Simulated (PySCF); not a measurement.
## Two runs on C$_{4}$H$_{8}$F$_{2}$

System: C$_{4}$H$_{8}$F$_{2}$, SMILES CC(C)(F)CF.
Method of run A: GIAO PBE0/pcSseg-1 NMR shielding, non-relativistic, gas phase (PySCF 2.14.0).

The geometry comes from this level: GFN2-xTB. Text and figures count atoms from 1; the logs count them from 0 in places.

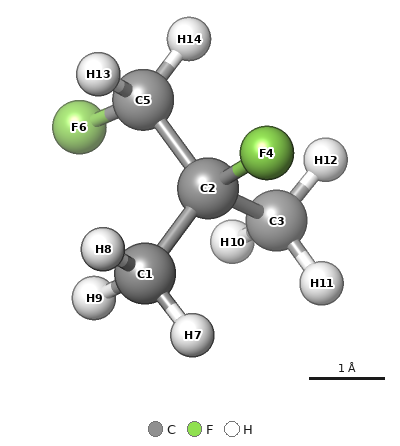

Fig. 1: The structure (ball-and-stick view, seen at a tilt; atoms are numbered from 1 in the order of the input). Bond lengths as drawn: C–C 1.52 to 1.54 Å, C–F 1.37 to 1.40 Å and C–H 1.09 Å.

**Input file, run A**
```
{"job": {"kind": "nmr", "xc": "PBE0", "basis": "pcSseg-1"}, "charge": 0, "multiplicity": 1}
C      1.379807    -0.457271     0.125833
C     -0.070974    -0.036506    -0.066715
C     -1.047598    -0.973092     0.631456
F     -0.352576    -0.057378    -1.433914
C     -0.288962     1.421160     0.364361
F      0.004305     1.571345     1.693138
H      1.514430    -1.488427    -0.189983
H      2.034076     0.176681    -0.468135
H      1.647523    -0.364148     1.174421
H     -0.912933    -0.901198     1.706944
H     -0.874515    -1.998425     0.314607
H     -2.070079    -0.699820     0.380131
H      0.370146     2.090413    -0.197256
H     -1.333328     1.716192     0.222971
```

The first line tells a small driver script what to run in PySCF; the rest is the geometry in Å.

Command:
```bash
OMP_NUM_THREADS=1 python <driver script> task.json out
```

Hardware: 1 CPU thread, shared host.

**Output (run A)**
```
coarse grid: 11480 points
cycle   1  E = -356.3869461375  dE =  4.962e-01  |g| = 6.568e-01  |ddm| = 2.994e+00
cycle   2  E = -356.3378523872  dE =  4.909e-02  |g| = 8.929e-01  |ddm| = 9.739e-01
cycle   3  E = -356.4610625121  dE = -1.232e-01  |g| = 7.678e-02  |ddm| = 5.960e-01
cycle   4  E = -356.4621219415  dE = -1.059e-03  |g| = 2.953e-02  |ddm| = 6.922e-02
cycle   5  E = -356.4623157767  dE = -1.938e-04  |g| = 4.541e-03  |ddm| = 2.389e-02
cycle   6  E = -356.4623186615  dE = -2.885e-06  |g| = 2.561e-03  |ddm| = 4.717e-03
final grid: 111016 points
cycle   7  E = -356.5130945611  dE = -4.591e-05  |g| = 9.526e-03  |ddm| = 2.537e-02
cycle   8  E = -356.5130799296  dE =  1.463e-05  |g| = 1.344e-02  |ddm| = 1.587e-02
cycle   9  E = -356.5131136156  dE = -3.369e-05  |g| = 1.164e-03  |ddm| = 8.778e-03
cycle  10  E = -356.5131138551  dE = -2.395e-07  |g| = 2.347e-04  |ddm| = 9.360e-04
cycle  11  E = -356.5131138647  dE = -9.621e-09  |g| = 3.746e-05  |ddm| = 1.681e-04
cycle  12  E = -356.5131138650  dE = -2.258e-10  |g| = 1.614e-05  |ddm| = 3.688e-05
converged SCF energy = -356.5131138650

GIAO shielding tensors (ppm)
atom      isotropic    diamagn.    paramagn.     s11        s22        s33       span
  0 C      160.985     249.338     -88.353    143.266    152.070    187.618     44.352
  1 C       91.875     241.422    -149.546     55.810     70.406    149.411     93.601
  2 C      160.640     249.243     -88.603    142.260    151.974    187.685     45.425
  3 F      362.356     476.307    -113.951    336.410    364.128    386.529     50.118
  4 C       96.098     243.630    -147.532     70.313     81.218    136.761     66.448
  5 F      428.817     473.120     -44.303    401.626    415.493    469.331     67.706
  6 H       30.262      30.322      -0.060     26.368     28.797     35.620      9.252
  7 H       30.333      30.245       0.087     26.600     27.802     36.596      9.996
  8 H       30.201      30.314      -0.114     26.475     28.885     35.242      8.768
  9 H       30.211      30.191       0.020     26.518     28.845     35.271      8.753
 10 H       30.243      30.206       0.037     26.331     28.786     35.611      9.279
 11 H       30.331      30.098       0.233     26.617     27.800     36.576      9.958
 12 H       27.180      29.489      -2.309     23.860     27.511     30.171      6.311
 13 H       27.182      29.473      -2.291     23.927     27.478     30.142      6.215
```

The input of run B differs as follows (lines with − go, lines with + come):
```diff
-"xc": "PBE0"
+"xc": "BLYP"
+"pop": false
```

How does run B compare with run A?

The total energies belong to different methods, so their difference says nothing on which is more stable or more accurate. The HOMO goes from −9.04 to −7.29 eV. The LUMO goes from 1.46 to 0.60 eV. Of all shieldings, the largest change is that of F6, by −18.7 ppm. The functional changes from PBE0 to BLYP. Exact exchange removes part of the self-interaction error of semilocal functionals, which pushes filled and empty levels apart. The SCF takes 14 iterations against 12.

**Output (run B)**
```
coarse grid: 11480 points
cycle   1  E = -356.5992999856  dE =  3.887e-01  |g| = 7.931e-01  |ddm| = 3.073e+00
cycle   2  E = -356.4086387460  dE =  1.907e-01  |g| = 1.333e+00  |ddm| = 1.688e+00
cycle   3  E = -356.7113617309  dE = -3.027e-01  |g| = 1.544e-01  |ddm| = 1.122e+00
cycle   4  E = -356.7155630106  dE = -4.201e-03  |g| = 5.302e-02  |ddm| = 1.409e-01
cycle   5  E = -356.7161698456  dE = -6.068e-04  |g| = 7.467e-03  |ddm| = 4.351e-02
cycle   6  E = -356.7161756998  dE = -5.854e-06  |g| = 5.846e-03  |ddm| = 9.846e-03
cycle   7  E = -356.7161812079  dE = -5.508e-06  |g| = 7.691e-04  |ddm| = 4.006e-03
final grid: 111016 points
cycle   8  E = -356.7887717370  dE = -4.029e-05  |g| = 1.433e-02  |ddm| = 2.877e-02
cycle   9  E = -356.7886750169  dE =  9.672e-05  |g| = 2.730e-02  |ddm| = 2.801e-02
cycle  10  E = -356.7888116612  dE = -1.366e-04  |g| = 2.221e-03  |ddm| = 1.899e-02
cycle  11  E = -356.7888125547  dE = -8.935e-07  |g| = 4.133e-04  |ddm| = 1.846e-03
cycle  12  E = -356.7888125853  dE = -3.058e-08  |g| = 1.086e-04  |ddm| = 3.246e-04
cycle  13  E = -356.7888125869  dE = -1.645e-09  |g| = 3.278e-05  |ddm| = 1.039e-04
cycle  14  E = -356.7888125871  dE = -1.450e-10  |g| = 1.036e-05  |ddm| = 3.224e-05
converged SCF energy = -356.7888125871

GIAO shielding tensors (ppm)
atom      isotropic    diamagn.    paramagn.     s11        s22        s33       span
  0 C      151.113     248.189     -97.076    131.591    142.071    179.677     48.087
  1 C       77.229     241.566    -164.337     40.363     54.862    136.461     96.098
  2 C      150.766     248.087     -97.321    130.492    142.019    179.787     49.295
  3 F      345.328     476.624    -131.296    317.306    346.747    371.931     54.625
  4 C       82.452     243.149    -160.697     55.896     67.019    124.442     68.546
  5 F      410.116     473.808     -63.692    386.322    394.118    449.907     63.586
  6 H       30.410      30.593      -0.183     26.886     29.242     35.101      8.216
  7 H       30.481      30.542      -0.061     27.109     28.186     36.148      9.040
  8 H       30.191      30.628      -0.437     26.767     29.034     34.773      8.006
  9 H       30.203      30.498      -0.295     26.813     28.990     34.807      7.993
 10 H       30.387      30.478      -0.090     26.845     29.224     35.094      8.249
 11 H       30.477      30.358       0.119     27.122     28.184     36.125      9.004
 12 H       27.174      29.800      -2.625     24.014     27.655     29.854      5.839
 13 H       27.175      29.743      -2.568     24.089     27.612     29.823      5.734
```

**The two runs side by side**

| quantity | run A | run B |
| --- | --- | --- |
| outcome | converged | converged |
| total energy (hartree) | −356.513114 | −356.788813 |
| HOMO (eV) | −9.04 | −7.29 |
| LUMO (eV) | 1.46 | 0.60 |
| dipole moment (D) | 0.47 | 0.45 |
| shielding of C1 (ppm) | 161.0 | 151.1 |
| shielding of C2 (ppm) | 91.9 | 77.2 |
| shielding of C3 (ppm) | 160.6 | 150.8 |
| shielding of F4 (ppm) | 362.4 | 345.3 |
| shielding of C5 (ppm) | 96.1 | 82.5 |
| shielding of F6 (ppm) | 428.8 | 410.1 |
| shielding of H8 (ppm) | 30.3 | 30.5 |
| SCF iterations | 12 | 14 |
| basis functions | 142 | 142 |
| wall time (shared host) | 29 s | 29 s |
